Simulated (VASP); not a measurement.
Band structure of Ni (fcc). Calculation: r2SCAN+rVV10, VASP's PBE PAW potentials (set 64) (plane waves; VASP).

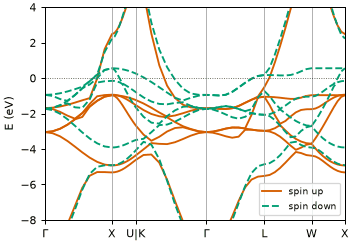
*Bands along high-symmetry lines, zero at the valence-band maximum or, without a gap, the Fermi level*

Question: Read the plot: is there a gap, and where are the band edges?

Answer: It has no gap at this level: it comes out as a metal or semimetal.

The compound is Ni in the fcc structure. It was relaxed first.
